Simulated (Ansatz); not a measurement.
```xyz
13

B    -0.567    1.493    1.638
C    -0.767    0.906    0.232
Si    0.556   -0.475    0.157
C     0.454   -1.368   -1.552
F     0.702   -0.542   -2.673
H     0.225    2.349    1.826
H    -1.134    1.036    2.568
H    -0.541    1.594   -0.602
H    -1.743    0.417    0.062
H     1.887    0.087    0.337
H     0.317   -1.470    1.195
H    -0.560   -1.845   -1.642
H     1.193   -2.217   -1.530
```

### Where will the first 7 clear peaks of this molecule's radial distribution curve from gas electron diffraction lie, and which pairs make them?

Peak 1, 1.14 Å: C–H 1.10–1.13 Å (×4), B–H 1.18 Å (×2), not resolved
Peak 2, 1.44 Å: F–C 1.41 Å, Si–H 1.46 Å (×2), C–B 1.54 Å, not resolved
Peak 3, 1.92 Å: Si–C 1.91–1.93 Å (×2), F···H 2.09 Å (×2), not resolved
Peak 4, 2.79 Å: Si···B 2.71 Å, C···H 2.75–2.78 Å (×4), Si···F 2.83 Å, not resolved; in its flanks Si···H 2.46–2.52 Å
Peak 5, 3.21 Å: B···H 3.11–3.12 Å (×2), C···C 3.14 Å, F···H 3.22–3.30 Å (×2), C···H 3.26–3.34 Å (×3), Si···H 3.30–3.31 Å (×2), not resolved; in its flanks F···C 3.56 Å, F···H 3.79–4.00 Å
Peak 6, 4.40 Å: C···B 4.41 Å
Peak 7, 4.96 Å: B···H 4.68–5.19 Å (×2), F···B 4.93 Å, C···H 5.03 Å (×2), not resolved; in its flanks F···H 5.37 Å

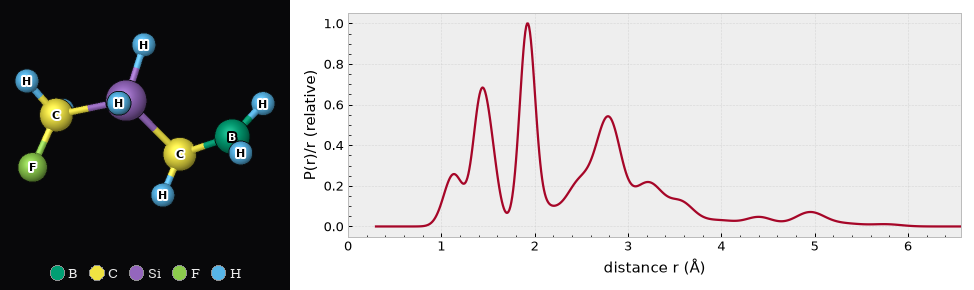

Simulated gas electron diffraction: radial distribution curve of C2H8BFSi. Each pair of atoms contributes with weight ZᵢZⱼ/r; damping constant 0.002 Å²; vibrational amplitudes assumed, not computed: 0.05 Å for bonds, 0.078 Å for bonds to H, 0.06 + 0.015 r up to 0.15 Å for other pairs. The geometry is the end point of an optimisation (UKS PBE/STO-3G (Ansatz 0.2.0)); it may be a saddle point or a higher isomer.
